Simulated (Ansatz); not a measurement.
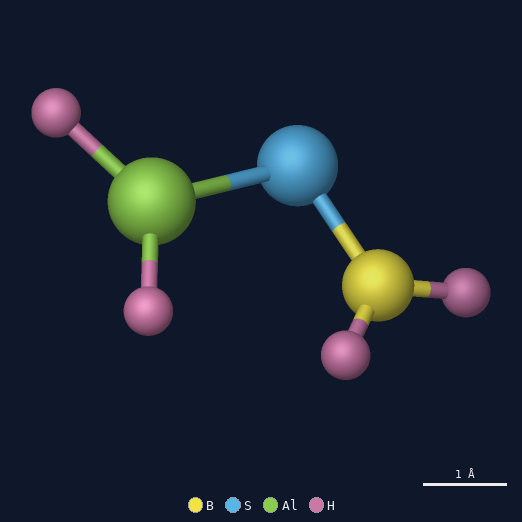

A ball-and-stick model of a molecule. Every bond is drawn as one stick, whatever its order.

The geometry was computed by an optimisation with PBE0-D4/def2-TZVP.

Give the formula.

AlBH₄S, 7 atoms: 1 aluminium, 1 boron, 4 hydrogen and 1 sulfur.

Name functional groups in it.

Among them: B–H bond.

How many sets of symmetry-equivalent atoms are there?

7: 1 B, 1 S, 1 Al, 1 H, 1 H, 1 H, 1 H.

Write the SMILES.

B[S][AlH2]

More results for the same structure follow; atom numbers are the same in all pictures, views and colours differ.

### Geometry

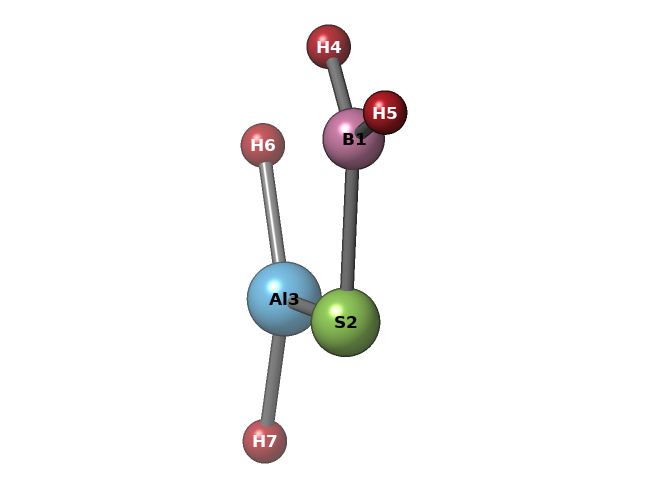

Al3 lies behind S2. The molecule seen a little off the S2–Al3 bond, S2 in front. Atoms fade into the background with distance from the viewer.

What is the torsion angle B1–S2–Al3–H6? The sign is positive where the front bond must turn clockwise to cover the back bond.

0°, synperiplanar (eclipsed).

### Electronic properties

Level of theory: RKS r2SCAN-D4/def2-TZVPP (Ansatz 0.2.0).

Computed properties:

- dipole moment: 0.90 D
- HOMO energy (Kohn–Sham orbital): −7.25 eV
- LUMO energy (Kohn–Sham orbital): −2.44 eV
- HOMO–LUMO gap: 4.82 eV
- dispersion correction: −2.8 kJ/mol
- vertical ionisation energy: 10.13 eV

### Vibrations

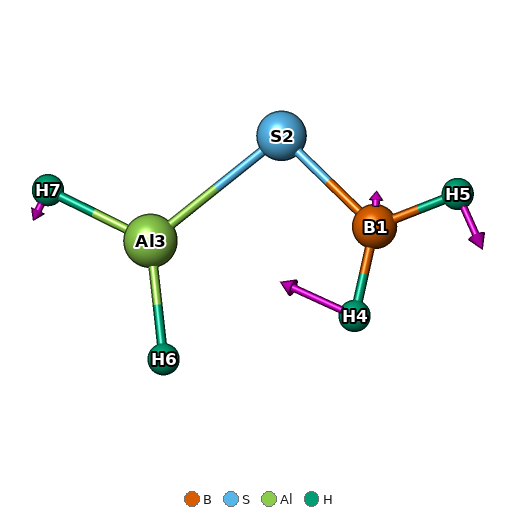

The arrows show one normal mode. Harmonic vibrations computed with RKS PBE0-D4/def2-TZVP (Ansatz 0.2.0) at a stationary point of the same level.

What kind of motion is it?

Mostly H–B–S bending.

Estimate its harmonic wavenumber.

834 cm⁻¹; it is mode 9 of 15 counted from the lowest.

### Thermal motion

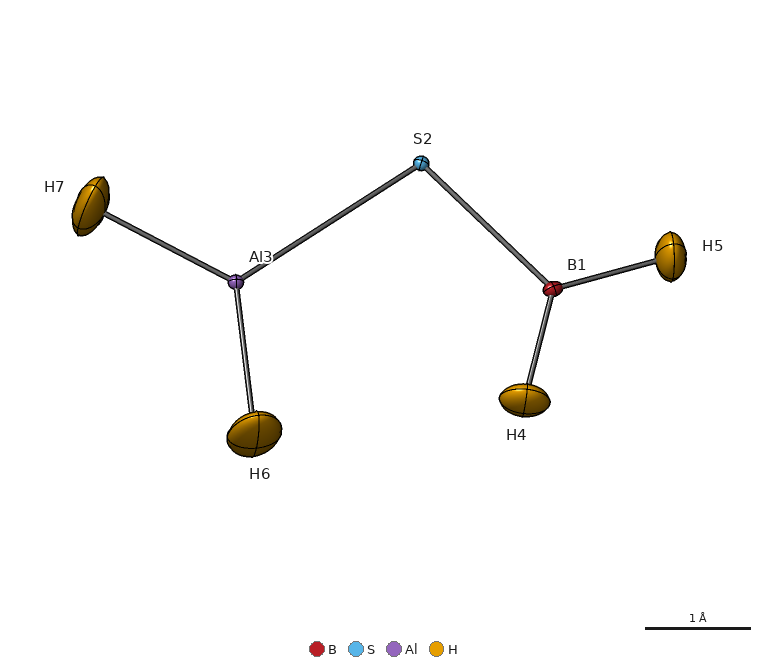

Displacement ellipsoids at the 50 % level, from the internal vibrations of the free molecule (harmonic, no overall translation or rotation; no half-axis is drawn under 0.075 Å). Vibrations computed with RKS PBE0-D4/def2-TZVP (Ansatz 0.2.0). Temperature: 100 K.

Which atom has the largest mean-square displacement?

H7, with U_eq = 0.0496 Å².

Does H7 move more along its bond or across it?

Across it: the root-mean-square amplitude is 0.096 Å along the bond and up to 0.335 Å across, since bending and torsion are softer than stretching.

Give the displacement parameters, one line for each set of equivalent atoms.

```json
{"atom": "B1", "U_eq (Å²)": "0.0023", "rms amplitudes (Å)": "0.035, 0.038, 0.064"}
{"atom": "S2", "U_eq (Å²)": "0.00053", "rms amplitudes (Å)": "0.019, 0.019, 0.029"}
{"atom": "Al3", "U_eq (Å²)": "0.00055", "rms amplitudes (Å)": "0.012, 0.020, 0.033"}
{"atom": "H4", "U_eq (Å²)": "0.0220", "rms amplitudes (Å)": "0.088, 0.158, 0.183"}
{"atom": "H5", "U_eq (Å²)": "0.0254", "rms amplitudes (Å)": "0.096, 0.146, 0.214"}
{"atom": "H6", "U_eq (Å²)": "0.0450", "rms amplitudes (Å)": "0.093, 0.169, 0.313"}
{"atom": "H7", "U_eq (Å²)": "0.0496", "rms amplitudes (Å)": "0.096, 0.166, 0.335"}
```
